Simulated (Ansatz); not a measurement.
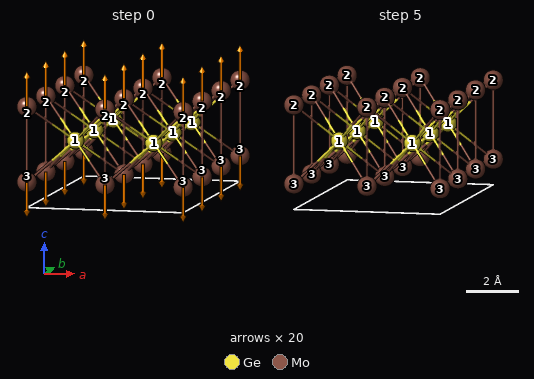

The structure of a free-standing layer of GeMo2 (a generated structure, set up in P4/mmm) (coarse preliminary run) before (left) and after (right) a relaxation, at one scale. The orange arrows give the displacements (the part carried along by the change of the cell is left out), 20 times their true length.

The picture is a ball-and-stick view of the 2 × 3 repeat of the cell, outlined in the plane, without the vacuum, seen slightly off an axis.

Method: DFT PBE, scalar-relativistic, plane waves, PAW in Ansatz. (plane-wave cutoff 420 eV; k-point mesh 6 × 6 × 1; occupations gaussian; smearing width 0.1 eV; no spin polarisation; cell and atoms relaxed; force threshold 0.04 eV/Å; at most 70 steps)

Describe what moved and what it gained.

Answer. The largest moves, 0.070 Å, are those of Mo2 and Mo3. Mo3 goes along the normal (−c). Ge stays in place. In the plane the drawn cell goes a 6.235 → 5.833 Å (−6.5 %), b 9.352 → 8.749 Å (−6.5 %). Among the contacts that change: Mo2–Mo2 3.117 → 2.916 Å, Mo2–Mo3 2.951 → 3.092 Å, Ge1–Mo2 2.653 → 2.577 Å. Among the angles between lasting bonds that change: Ge1–Mo2–Ge1 112.4° → 106.3°, Ge1–Mo2–Ge1 72.0° → 68.9°. After 3 accepted moves (5 points after the start) the energy has fallen by 134 meV per atom. The largest force component goes from 0.88 to 0.013 eV/Å. The line search rejected the trial step at point 3 of the run. At 1 point the geometry stayed and the basis and grid were re-selected for the new cell (energy shift of 0.5 meV per atom at most each time). The program noted that it reset the height of the cell. Cost: 24 s on 1 thread of Intel(R) Xeon(R) 6975P-C (Granite Rapids) (shared host), peak memory 0.53 GiB.
